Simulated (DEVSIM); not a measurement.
Structure: Al0.3Ga0.7As/GaAs n-p heterojunction, at 350 K.

| layer (left to right) | material | thickness (μm) | Nd (cm⁻³) | Na (cm⁻³) | τn (s) | τp (s) |
|---|---|---|---|---|---|---|
| 1 | Al0.3Ga0.7As | 0.180 | 5.5e16 | - | 3e-9 | 9e-11 |
| 2 | GaAs | 0.120 | - | 2.1e16 | 3e-9 | 3e-9 |

Left contact: ohmic. Right contact: ohmic. Voltage is applied to the left contact. Recombination: SRH at mid-gap, radiative, Auger. Mobility is μmin + (μ − μmin)/(1 + (N/Nref)^α).

The device is made up for the run: typed textbook-type constants, with dimensions and the other settings drawn at random. Values at 300 K; Nc and Nv go as T^1.5, mobilities as T to minus their exponent, the gap by Varshni's rule with the affinity fixed.

| parameter | Al0.3Ga0.7As | GaAs |
|---|---|---|
| gap (eV) | 1.7981 | 1.424 |
| affinity (eV) | 3.833 | 4.07 |
| permittivity | 12.05 | 12.9 |
| Nc (cm⁻³) | 6.96e17 | 4.7e17 |
| Nv (cm⁻³) | 9e18 | 9e18 |
| μn (cm²/Vs) | 3880 | 8500 |
| μp (cm²/Vs) | 197 | 400 |
| μn,min | 500 | 500 |
| μp,min | 20 | 20 |
| Nref,n | 6e16 | 6e16 |
| Nref,p | 1.5e17 | 1.5e17 |
| αn | 0.39 | 0.39 |
| αp | 0.38 | 0.38 |
| T exponent of μn | 2.1 | 2.1 |
| T exponent of μp | 2.2 | 2.2 |
| B (cm³/s) | 2e-10 | 2e-10 |
| Cn (cm⁶/s) | 1e-30 | 1e-30 |
| Cp (cm⁶/s) | 1e-30 | 1e-30 |
| Varshni α (eV/K) | 0.000541 | 0.000541 |
| Varshni β (K) | 204 | 204 |

Model (solved in DEVSIM): 1D drift-diffusion, Boltzmann statistics, complete ionisation; no tunnelling, impact ionisation, image-force lowering or self-heating. Band offsets follow the typed affinities; no thermionic-emission limit at abrupt steps, no polarisation charge.

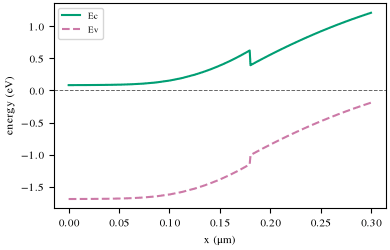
Figure: Band edges at zero bias

Energies count from the Fermi level of the right contact; mesh points crowd at the junctions.

```json
[
 {"x (μm)": "0.000", "Ec (eV)": "0.084", "Ev (eV)": "-1.692", "n (cm⁻³)": "5.5e16", "p (cm⁻³)": "< 1e2", "field (V/cm)": "580"},
 {"x (μm)": "0.003312", "Ec (eV)": "0.084", "Ev (eV)": "-1.691", "n (cm⁻³)": "5.5e16", "p (cm⁻³)": "< 1e2", "field (V/cm)": "580"},
 {"x (μm)": "0.008257", "Ec (eV)": "0.084", "Ev (eV)": "-1.691", "n (cm⁻³)": "5.4e16", "p (cm⁻³)": "< 1e2", "field (V/cm)": "630"},
 {"x (μm)": "0.01695", "Ec (eV)": "0.085", "Ev (eV)": "-1.690", "n (cm⁻³)": "5.3e16", "p (cm⁻³)": "< 1e2", "field (V/cm)": "820"},
 {"x (μm)": "0.03577", "Ec (eV)": "0.087", "Ev (eV)": "-1.688", "n (cm⁻³)": "4.9e16", "p (cm⁻³)": "< 1e2", "field (V/cm)": "1900"},
 {"x (μm)": "0.06239", "Ec (eV)": "0.097", "Ev (eV)": "-1.678", "n (cm⁻³)": "3.5e16", "p (cm⁻³)": "< 1e2", "field (V/cm)": "6600"},
 {"x (μm)": "0.1004", "Ec (eV)": "0.155", "Ev (eV)": "-1.620", "n (cm⁻³)": "5.1e15", "p (cm⁻³)": "< 1e2", "field (V/cm)": "27000"},
 {"x (μm)": "0.1411", "Ec (eV)": "0.332", "Ev (eV)": "-1.443", "n (cm⁻³)": "1.5e13", "p (cm⁻³)": "< 1e2", "field (V/cm)": "60000"},
 {"x (μm)": "0.1585", "Ec (eV)": "0.448", "Ev (eV)": "-1.327", "n (cm⁻³)": "3.1e11", "p (cm⁻³)": "< 1e2", "field (V/cm)": "74000"},
 {"x (μm)": "0.1683", "Ec (eV)": "0.526", "Ev (eV)": "-1.249", "n (cm⁻³)": "2.4e10", "p (cm⁻³)": "< 1e2", "field (V/cm)": "83000"},
 {"x (μm)": "0.1749", "Ec (eV)": "0.582", "Ev (eV)": "-1.193", "n (cm⁻³)": "3.6e9", "p (cm⁻³)": "< 1e2", "field (V/cm)": "88000"},
 {"x (μm)": "0.1796", "Ec (eV)": "0.624", "Ev (eV)": "-1.151", "n (cm⁻³)": "9.0e8", "p (cm⁻³)": "300", "field (V/cm)": "92000"},
 {"x (μm)": "0.1827", "Ec (eV)": "0.413", "Ev (eV)": "-0.988", "n (cm⁻³)": "6.6e11", "p (cm⁻³)": "68000", "field (V/cm)": "85000"},
 {"x (μm)": "0.1872", "Ec (eV)": "0.451", "Ev (eV)": "-0.950", "n (cm⁻³)": "1.9e11", "p (cm⁻³)": "240000", "field (V/cm)": "84000"},
 {"x (μm)": "0.1982", "Ec (eV)": "0.542", "Ev (eV)": "-0.859", "n (cm⁻³)": "9.2e9", "p (cm⁻³)": "4900000", "field (V/cm)": "81000"},
 {"x (μm)": "0.2129", "Ec (eV)": "0.658", "Ev (eV)": "-0.743", "n (cm⁻³)": "2.0e8", "p (cm⁻³)": "2.3e8", "field (V/cm)": "76000"},
 {"x (μm)": "0.2346", "Ec (eV)": "0.816", "Ev (eV)": "-0.585", "n (cm⁻³)": "1000000", "p (cm⁻³)": "4.3e10", "field (V/cm)": "70000"},
 {"x (μm)": "0.2604", "Ec (eV)": "0.987", "Ev (eV)": "-0.414", "n (cm⁻³)": "3700", "p (cm⁻³)": "1.2e13", "field (V/cm)": "62000"},
 {"x (μm)": "0.2806", "Ec (eV)": "1.107", "Ev (eV)": "-0.294", "n (cm⁻³)": "< 1e2", "p (cm⁻³)": "6.6e14", "field (V/cm)": "56000"},
 {"x (μm)": "0.2901", "Ec (eV)": "1.159", "Ev (eV)": "-0.242", "n (cm⁻³)": "< 1e2", "p (cm⁻³)": "3.7e15", "field (V/cm)": "54000"},
 {"x (μm)": "0.2956", "Ec (eV)": "1.188", "Ev (eV)": "-0.213", "n (cm⁻³)": "< 1e2", "p (cm⁻³)": "9.8e15", "field (V/cm)": "53000"},
 {"x (μm)": "0.3000", "Ec (eV)": "1.211", "Ev (eV)": "-0.190", "n (cm⁻³)": "< 1e2", "p (cm⁻³)": "2.1e16", "field (V/cm)": "52000"}
]
```
